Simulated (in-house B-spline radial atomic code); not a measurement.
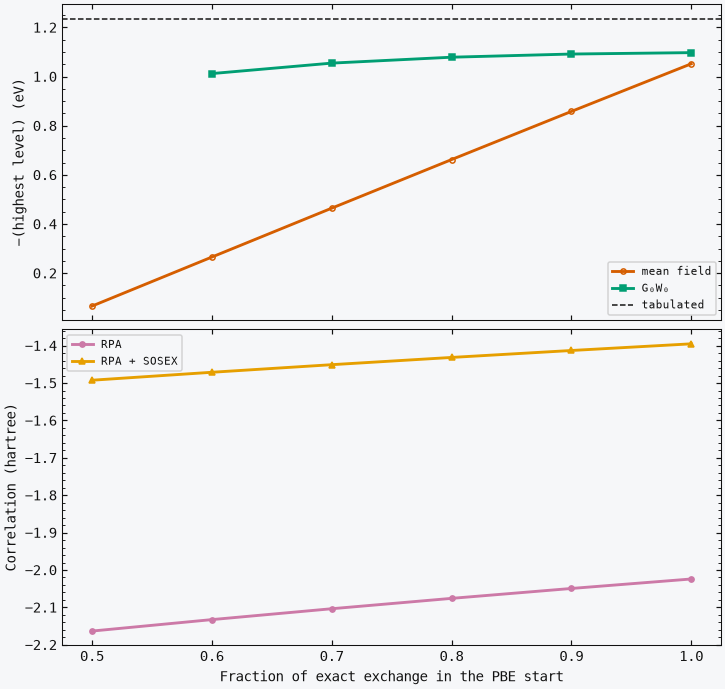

G₀W₀ and RPA for Cu⁻ ([Ar] 3d¹⁰ 4s²) as exact exchange is mixed into the PBE start. All-electron spherical atom, scalar X2C, no spin-orbit coupling, Breit or QED terms; computed with a B-spline radial code.

**Where does the G₀W₀ correction vanish, and how does the correlation energy move?**

The mean-field binding energy of 4s runs from 0.07 eV at fraction 0.5 to 1.05 eV at 1, the G₀W₀ value only from 1.01 to 1.10 eV. The two curves don't cross in this range. The tabulated removal energy is 1.24 eV. The RPA correlation energy goes from −2.163 to −2.024 hartree, and with SOSEX from −1.492 to −1.395.

Caveat: anion configuration assumed.
